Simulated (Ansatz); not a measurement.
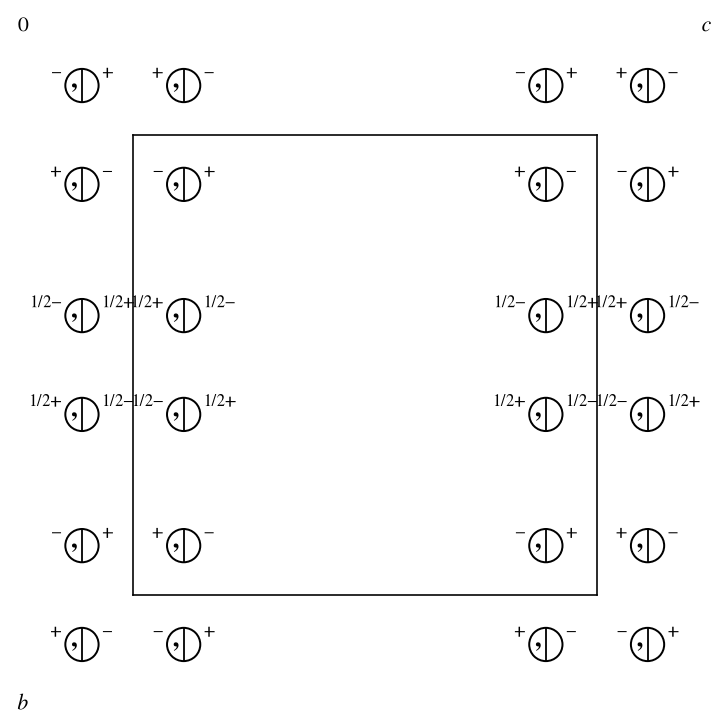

General positions of a space group, projected down a, computed from the operations of a computed or model structure of composition AlB2H2, which need not be its known form.

A circle is a general position, a comma marks the mirror image, + and − with a fraction give the height (along the projection axis: ½+ is ½ plus the coordinate, − is its negative), and a split circle stands for two positions above each other.

Identify the space group.

Cmmm, No. 65; C-centred orthorhombic, point group mmm, 16 general positions a cell.

Write the general positions (in any order).

For each centring vector (0, 0, 0), (1/2, 1/2, 0):
x, y, z
−x, −y, −z
−x, −y, z
x, y, −z
x, −y, −z
−x, y, z
−x, y, −z
x, −y, z
